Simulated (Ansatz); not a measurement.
# WS2 (Tungstenite): how G0W0 depends on its starting point, part 2 of 2

How much of the starting functional survives in the G0W0 gap of WS2 (Tungstenite)?

Ansatz 0.2.0; G0W0 on several functionals, plane waves, PAW. Known limits of the many-body steps: not at the basis limit; no spin-orbit coupling; coarse k mesh.

So far. Step 4 (G0W0 on PBE): Against the run with 6×6×2 mesh, 240 empty bands, screening to 100 eV, PAW set soft_1 files on PBEsol, the gap moves by +0.02 eV, while the start moved by +0.05 eV. Step 5 (G0W0 on r2SCAN): Against the run with 6×6×2 mesh, 240 empty bands, screening to 100 eV, PAW set soft_1 files on PBE, the gap moves by +0.07 eV, while the start moved by +0.11 eV.

In doubt: masses and optical values from hybrid runs of this build are listed as unsure (steps 6, 7, 8), which bears on the screening that GW takes from such a start.

### Step 6. G0W0 on HSE06

This step: G0W0 on HSE06, plane waves, PAW; PAW set soft_1.

The input, input.yaml:

```yaml
crystal:
  lattice:
    - [3.1532, 0.0, 0.0]
    - [-1.5766, 2.7307513032, 0.0]
    - [0.0, 0.0, 12.323]
  atoms:
    - { symbol: W, position: [0.3333333333, 0.6666666667, 0.25] }
    - { symbol: W, position: [0.6666666667, 0.3333333333, 0.75] }
    - { symbol: S, position: [0.3333333333, 0.6666666667, 0.6225] }
    - { symbol: S, position: [0.6666666667, 0.3333333333, 0.1225] }
    - { symbol: S, position: [0.3333333333, 0.6666666667, 0.8775] }
    - { symbol: S, position: [0.6666666667, 0.3333333333, 0.3775] }
kpoints:
  mp_grid: { grid: [6, 6, 2] }
hamiltonian:
  xc: hse06
  pseudopotentials: { kind: paw, azcp: { folder: soft_1 } }
scf:
  occupations: { method: fixed }
gw:
  n_empty_bands: 240
  ecut_chi: 100
  qp_bands: [v2, c2]
  qp_kpoints: band_edges
  screening: { model: contour_deformation }
```

Run with:

```
$ ansatz run input.yaml --threads 3 --pin off --max-ram 92160MiB --backend cuda --events-out ev --progress --plain --runs-dir out --devices 1 --max-vram 13GiB
```

Numbers of over 12 decimals in the logs are rounded to 6 here.

Output:

```text
GPUs: using 1 of 1 available (devices: 1).
[...]
davidson cushion auto → on  (no smearing: the cushion is to keep the highest requested band from converging to the state above it; pin scf.eigensolver.cushion to override)
[...]
GPU FFT provider: cuFFT
GPU libraries: cuBLAS 13.8.2, cuFFT 12.4.0, cuSOLVER 12.3.4
Crystal: 6 atoms, lattice volume = 106.108 Å³
Basis set: ecut = 420 eV, 2057 PW (Γ)
[...]
1    27     14.3896   -13.5662    -4.0501   -17.8471  0.7823    14.6210    14.6204  root
     1    28     14.3896   -13.5662    -4.0501   -17.8471  0.7823    14.6210    14.6204  root
[...]
13    25     10.7081   -18.7341     0.6278   -18.2201  0.7857    10.8218    10.8219  root
    13    26     10.7081   -18.7341     0.6278   -18.2201  0.7857    10.8218    10.8219  root
    13    27     13.1661   -15.5913    -3.6413   -19.5142  0.7839    13.4485    13.4477  root
    13    28     13.1661   -15.5913    -3.6413   -19.5142  0.7839    13.4485    13.4477  root
[key lines of the parts left out:]
Free energy (F): -24388.911256 eV
Fermi energy:    11.395866 eV
```

Run time: 50 s. Hardware: 1 × NVIDIA H100 80GB HBM3 (shared by 6 runs) with 3 threads of AMD EPYC 7R13 (Zen 3), shared host; peak memory 1.7 GiB.

This step gave:

| Property | Result |
| --- | --- |
| bands summed | 266 |
| RPA ε∞ on this mesh (eigenvalues) | 4.988, 11.26, 11.26 |
| plane waves in the screening matrix | 255 |
| G0W0 gap on the mesh | 1.533 eV |
| k of the valence top | 0, 0, 0 |
| k of the conduction bottom | 0.1667, 0.1667, 0 |
| starting gap on the mesh | 1.501 eV |
| least direct G0W0 gap on the computed points | 2.491 eV |

Against the run with 6×6×2 mesh, 240 empty bands, screening to 100 eV, PAW set soft_1 files on r2SCAN, the gap moves by +0.13 eV, while the start moved by +0.41 eV.

### Step 7. G0W0 on PBE0

This step: G0W0 on PBE0, plane waves, PAW; PAW set soft_1.

input.yaml: that of step 6 with these lines changed.

```diff
@@ -15,3 +15,3 @@
 hamiltonian:
-  xc: hse06
+  xc: pbe0
   pseudopotentials: { kind: paw, azcp: { folder: soft_1 } }
```

Output:

```text
GPUs: using 1 of 1 available (devices: 1).
[...]
GPU FFT provider: cuFFT
GPU libraries: cuBLAS 13.8.2, cuFFT 12.4.0, cuSOLVER 12.3.4
Crystal: 6 atoms, lattice volume = 106.108 Å³
Basis set: ecut = 420 eV, 2057 PW (Γ)
Bands: 32, of which v1, the nominal top of the filled ones, is band 26 counted from 1 (25 counted from 0)
Symmetry: 24 space group operations
[...]
k-points: 14 of 72
[...]
1    27     14.7480   -13.5551    -3.9585   -17.4773  0.7970    14.7118    14.7117  root
     1    28     14.7480   -13.5551    -3.9585   -17.4773  0.7970    14.7118    14.7117  root
[...]
13    25     10.3707   -18.7282     0.5922   -18.5230  0.8012    10.7568    10.7577  root
    13    26     10.3707   -18.7282     0.5922   -18.5230  0.8012    10.7568    10.7577  root
    13    27     13.4921   -15.5605    -3.5631   -19.1374  0.7992    13.5059    13.5059  root
    13    28     13.4921   -15.5605    -3.5631   -19.1374  0.7992    13.5059    13.5059  root
[key lines of the parts left out:]
Free energy (F): -24384.737590 eV
Fermi energy:    11.073664 eV
```

Wall time 48 s (1 × NVIDIA H100 80GB HBM3 (shared by 6 runs) with 3 threads); peak memory 1.7 GiB.

This step gave:

* bands summed: 266
* RPA ε∞ on this mesh (eigenvalues): 4.639, 9.790, 9.790
* plane waves in the screening matrix: 255
* G0W0 gap on the mesh: 1.658 eV
* k of the valence top: 0, 0, 0
* k of the conduction bottom: 0.1667, 0.1667, 0
* starting gap on the mesh: 2.157 eV
* least direct G0W0 gap on the computed points: 2.612 eV

Against the run with 6×6×2 mesh, 240 empty bands, screening to 100 eV, PAW set soft_1 files on HSE06, the gap moves by +0.12 eV, while the start moved by +0.66 eV.

### Step 8. G0W0 on Hartree-Fock

This step: G0W0 on Hartree-Fock, plane waves, PAW; PAW set soft_1.

input.yaml: that of step 7 with these lines changed.

```diff
@@ -15,3 +15,3 @@
 hamiltonian:
-  xc: pbe0
+  xc: hf
   pseudopotentials: { kind: paw, azcp: { folder: soft_1 } }
```

Output:

```text
GPUs: using 1 of 1 available (devices: 1).
[...]
GPU FFT provider: cuFFT
GPU libraries: cuBLAS 13.8.2, cuFFT 12.4.0, cuSOLVER 12.3.4
Crystal: 6 atoms, lattice volume = 106.108 Å³
Basis set: ecut = 420 eV, 2057 PW (Γ)
Bands: 32, of which v1, the nominal top of the filled ones, is band 26 counted from 1 (25 counted from 0)
Symmetry: 24 space group operations
[...]
k-points: 14 of 72
[...]
1    27     18.5801   -13.3974    -3.1719   -13.4188  0.8606    15.4637    15.4296  root
     1    28     18.5801   -13.3974    -3.1719   -13.4188  0.8606    15.4637    15.4296  root
[...]
13    25      9.7929   -18.3699     0.6185   -18.3017  0.8691    10.3426    10.3433  root
    13    26      9.7929   -18.3699     0.6185   -18.3017  0.8691    10.3426    10.3433  root
    13    27     16.4246   -15.2738    -2.8262   -15.3427  0.8655    13.6869    13.6672  root
    13    28     16.4246   -15.2738    -2.8262   -15.3427  0.8655    13.6869    13.6672  root
[key lines of the parts left out:]
Free energy (F): -24070.463253 eV
Fermi energy:    10.316688 eV
```

Elapsed: 43 s, on 1 × NVIDIA H100 80GB HBM3 (shared by 6 runs) with 3 threads; peak memory 1.7 GiB; 51 s of CPU time.

Numbers from this step:

- bands summed: 266
- RPA ε∞ on this mesh (eigenvalues): 3.102, 5.208, 5.208
- plane waves in the screening matrix: 255
- G0W0 gap on the mesh: 2.510 eV
- k of the valence top: 0, 0, 0
- k of the conduction bottom: 0.1667, 0.1667, 0
- starting gap on the mesh: 6.108 eV
- least direct G0W0 gap on the computed points: 3.196 eV

Against the run with 6×6×2 mesh, 240 empty bands, screening to 100 eV, PAW set soft_1 files on PBE0, the gap moves by +0.85 eV, while the start moved by +3.95 eV.

### Step 9. The starts together

All on the 6×6×2 mesh with 240 empty bands and screening to 100 eV. Times are wall times on 1 × NVIDIA H100 80GB HBM3 (shared by 6 runs) with 3 threads of AMD EPYC 7R13 (Zen 3), shared host, good to a factor of about two.

```tsv
start	starting gap (eV)	shift (eV)	G0W0 gap (eV)	RPA ε∞ (harmonic mean)	Z (valence, conduction)	time
LDA	0.90	+0.39	1.29	10.11	0.76, 0.77	16 s
PBEsol	0.93	+0.38	1.31	9.94	0.76, 0.77	15 s
PBE	0.98	+0.35	1.33	9.67	0.76, 0.77	16 s
r2SCAN	1.09	+0.32	1.40	8.97	0.77, 0.78	20 s
HSE06	1.50	+0.03	1.53	7.93	0.78, 0.79	50 s
PBE0	2.16	−0.50	1.66	7.15	0.80, 0.81	48 s
Hartree-Fock	6.11	−3.60	2.51	4.25	0.87, 0.87	43 s
```

The parts of the quasiparticle energy at the two band edges (eV; QP = start + Σx + Σc − Vxc):

```tsv
run	edge	start	Σx	Σc	Vxc	Z	QP
LDA	valence top	11.45	-19.48	0.56	-19.09	0.76	11.61
LDA	conduction bottom	12.35	-12.93	-3.70	-17.18	0.77	12.90
PBEsol	valence top	11.61	-19.45	0.60	-18.87	0.76	11.63
PBEsol	conduction bottom	12.55	-12.91	-3.66	-16.96	0.77	12.94
PBE	valence top	11.72	-19.49	0.63	-18.80	0.76	11.66
PBE	conduction bottom	12.70	-12.98	-3.64	-16.91	0.77	12.99
r2SCAN	valence top	11.60	-19.64	0.64	-19.05	0.77	11.65
r2SCAN	conduction bottom	12.68	-13.12	-3.63	-17.12	0.78	13.05
```

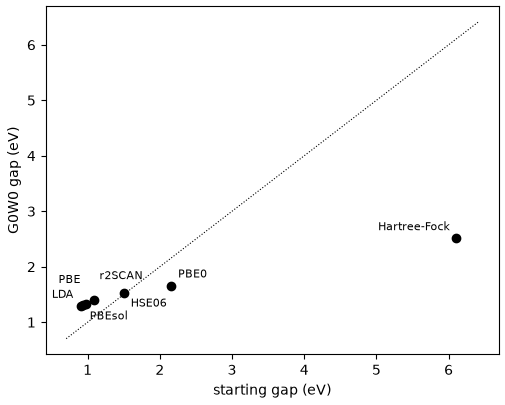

G0W0 gap against starting gap; on the dotted line the correction would vanish.

### Step 10. Results

| Property | Result |
| --- | --- |
| G0W0@LDA | 1.29 eV (start 0.90 eV) |
| G0W0@PBEsol | 1.31 eV (start 0.93 eV) |
| G0W0@PBE | 1.33 eV (start 0.98 eV) |
| G0W0@r2SCAN | 1.40 eV (start 1.09 eV) |
| G0W0@HSE06 | 1.53 eV (start 1.50 eV) |
| G0W0@PBE0 | 1.66 eV (start 2.16 eV) |
| G0W0@Hartree-Fock | 2.51 eV (start 6.11 eV) |
| known limits | not at the basis limit; no spin-orbit coupling; coarse k mesh |

In words: The starting gaps span 5.20 eV and the G0W0 gaps 1.22 eV. Between LDA and Hartree-Fock, 1.22 eV of the 5.20 eV survives, 23 %. Hartree-Fock screens less than LDA (ε∞ 4.25 against 10.11). Of the 1.22 eV by which its G0W0 gap is higher, the correlation part gives +0.42 eV, and exchange with the one-particle terms, which follow the orbitals, +0.79 eV. On PBE0 and Hartree-Fock the correction is negative: that start lies above its own G0W0 value. The smallest correction, +0.03 eV, is on HSE06, the start nearest to reproducing itself. Bands and cutoff are finite, so the gap is not at the basis limit. The miss can reach some tenths of an eV and take either sign; the mesh is an error of its own. The 6×6×2 mesh is coarse for this cell (its supercell is 19 Å along the shortest edge). The RPA ε∞ on it, from the LDA start, is 6.31 and 14.48; such meshes misread the long-range screening, most where the gap is narrow. The program warns that the mesh is coarse for exact exchange, which bears on the hybrid start's gap. The many-body steps are scalar-relativistic: spin-orbit coupling is not in them.

[Paths, hosts, dates, memory and timing lines, banners, echoed tables and standing remarks are left out of the program output.]

[Logs are printed without paths, hosts, clocks, repeated set-up lines and the standing remarks that a program may print on its own settings, such as how far it seeks lower states.]

[Runs of the session that timed out or met a known fault of the program may be left out.]

[Cells called generated may have been cut or substituted from an entry of the Crystallography Open Database or the Materials Project.]

[Hosts, paths, dates, database ids (printed as entryN), source tags and the programs' standing remarks are cut or masked in the printed files.]
